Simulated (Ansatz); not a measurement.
# Calculations on CH6BO2

### Relaxation

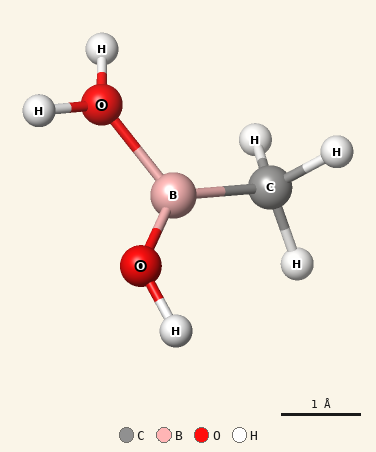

CH6BO2 (charge +1), before the relaxation. Style: ball-and-stick. Shown at a tilt.

The run prepares an end point of a later path (torsion) calculation, from a guessed geometry.

The calculation used Ansatz 0.2.0, RKS PBE-D4/def2-SVP.

The input:
```yaml
crystal:
  periodic: [false, false, false]
  atoms:
    - { symbol: C, position_ang: [-0.3311, 0.14889, -1.18986] }
    - { symbol: B, position_ang: [0.03128, -0.27542, 0.27044] }
    - { symbol: O, position_ang: [0.02196, -1.41094, 0.91487] }
    - { symbol: O, position_ang: [0.54484, 0.77739, 1.15983] }
    - { symbol: H, position_ang: [0.53753, 0.05594, -1.842] }
    - { symbol: H, position_ang: [-0.66768, 1.17861, -1.27176] }
    - { symbol: H, position_ang: [-1.10095, -0.48013, -1.62866] }
    - { symbol: H, position_ang: [-0.23621, -2.2522, 0.53774] }
    - { symbol: H, position_ang: [0.71969, 0.53489, 2.08561] }
    - { symbol: H, position_ang: [0.48064, 1.72298, 0.96378] }
total_charge: 1
basis:
  gaussian: { orbitals: def2-SVP }
hamiltonian:
  xc: pbe
  dispersion: d4
relax:
  f_tol: 0.015
  max_steps: 40
```

Command:
```bash
ansatz run input.yaml --threads 1 --pin off --max-ram 2048MiB --backend cpu --events-out ev --progress --plain --runs-dir out
```

Where does the relaxation end?

Over 19 accepted moves (22 points after the start) the energy falls by 0.103 eV. Largest force component: 1.8 eV/Å at the start, 0.0092 eV/Å at the end. The line search rejected the trial steps at points 4, 11, 14 of the run. The forces were under the threshold at step 12, but the run went on from there. H6 moves most after the best rigid fit: 0.36 Å. Largest moves by element: H 0.36 Å, O 0.11 Å, B 0.05 Å, C 0.02 Å. Among the contacts that change: B2–O4 1.471 → 1.514 Å, C1–H5 1.090 → 1.113 Å, B2–O3 1.306 → 1.327 Å, O3–H8 0.957 → 0.977 Å. Among the angles between lasting bonds that change: B2–O3–H8 124.9° → 117.9°, B2–O4–H9 117.4° → 120.8°, C1–B2–O3 134.1° → 136.8°. Groups turn about C1–B2 by about 25°. Cost: 54 s on 1 thread of Arm Neoverse V1, with other jobs on the host, peak memory 0.12 GiB.

Final geometry:

```xyz
10

C    -0.3369    0.1341   -1.1914
B    -0.0048   -0.2974    0.2538
O    -0.0698   -1.4130    0.9689
O     0.5637    0.7720    1.1621
H     0.5901    0.3913   -1.7501
H    -0.9931    1.0302   -1.2227
H    -0.8456   -0.6737   -1.7520
H    -0.4170   -2.2155    0.5342
H     0.8020    0.5658    2.0963
H     0.7116    1.7062    0.9010
```

The end point in the same view:

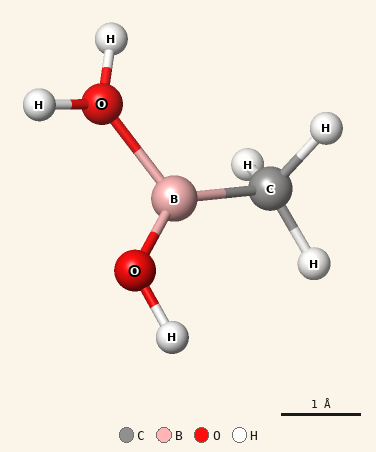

### Relaxation

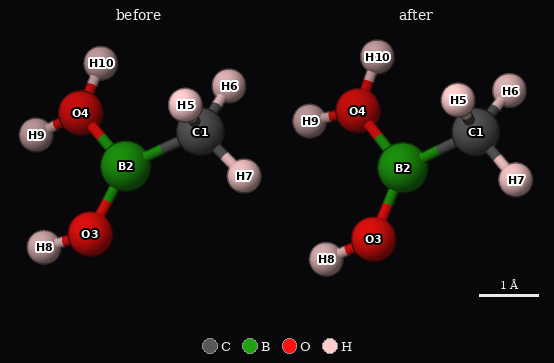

The structure of CH6BO2 (charge +1) before (left) and after (right) a relaxation, at one scale.

The picture is a ball-and-stick view, seen at a tilt.

The run prepares an end point of a later path (torsion) calculation, from a guessed geometry.

Theory: Ansatz, RKS PBE-D4/def2-SVP.

The input:
```yaml
crystal:
  periodic: [false, false, false]
  atoms:
    - { symbol: C, position_ang: [-0.3311, 0.14889, -1.18986] }
    - { symbol: B, position_ang: [0.03128, -0.27542, 0.27044] }
    - { symbol: O, position_ang: [0.02196, -1.41094, 0.91487] }
    - { symbol: O, position_ang: [0.54484, 0.77739, 1.15983] }
    - { symbol: H, position_ang: [0.53753, 0.05594, -1.842] }
    - { symbol: H, position_ang: [-0.66768, 1.17861, -1.27176] }
    - { symbol: H, position_ang: [-1.10095, -0.48013, -1.62866] }
    - { symbol: H, position_ang: [0.27232, -1.52169, 1.83229] }
    - { symbol: H, position_ang: [0.71969, 0.53489, 2.08561] }
    - { symbol: H, position_ang: [0.48064, 1.72298, 0.96378] }
total_charge: 1
basis:
  gaussian: { orbitals: def2-SVP }
hamiltonian:
  xc: pbe
  dispersion: d4
relax:
  f_tol: 0.015
  max_steps: 40
```

Run as
```bash
ansatz run input.yaml --threads 1 --pin off --max-ram 2048MiB --backend cpu --events-out ev --progress --plain --runs-dir out
```

**Describe what moved and what it gained.**

The atom that moves furthest after the best rigid fit is H9 (0.26 Å). By element the largest moves are H 0.26 Å, O 0.15 Å, C 0.04 Å, B 0.04 Å. Among the contacts that change: B2–O4 1.471 → 1.537 Å, C1–H5 1.090 → 1.114 Å, C1–B2 1.563 → 1.543 Å, O3–H8 0.957 → 0.974 Å. Bond angles that change, for instance: B2–O4–H9 117.4° → 127.4°, O3–B2–O4 109.1° → 116.7°, C1–B2–O3 134.1° → 129.0°. After 11 accepted moves (13 points after the start) the energy has fallen by 24.0 kJ/mol. The largest force component goes from 1.4 to 0.0085 eV/Å. The line search rejected the trial steps at points 3, 5 of the run. The forces were under the threshold at step 8, but the run went on from there. Cost: 34 s on 1 thread of Arm Neoverse V1 (shared host), peak memory 0.12 GiB.

### Path

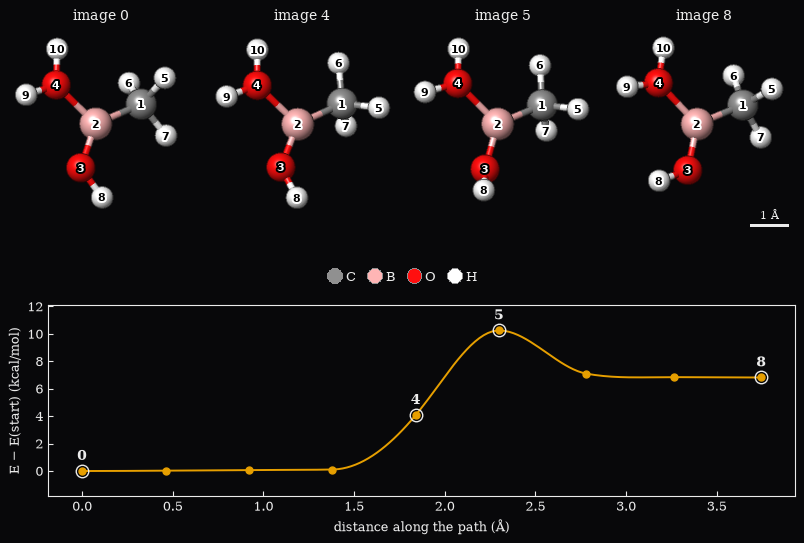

A nudged-elastic-band calculation for CH₆BO₂ (charge +1). Images are numbered from 0 (start) to 8 (end). The picture is a ball-and-stick view, seen at a tilt.

Theory: Ansatz, RKS PBE-D4/def2-SVP. Settings: 7 movable images; climbing image; force threshold 0.05 eV/Å; iteration limit 60; starting path through a guess of the saddle point.

Q: Read off the barrier and say what moves.

A: The motion is a rotation about the B2–O3 bond by about 180°. No bond forms or breaks between the ends. Bond angles that change up to the highest image, for instance: B2–O3–H8 117.9° → 143.2°, O3–B2–O4 106.8° → 112.4°. The energy climbs by 10.3 kcal/mol to image 5 and then falls by 3.4 kcal/mol, so the end point sits at +6.8 kcal/mol. The band is converged. At the top, the vibrational analysis gives one imaginary mode (569i cm⁻¹), as a transition state must have.

The run took 3.6 min on 1 thread of Arm Neoverse V1 (shared host), peak memory 0.11 GiB.
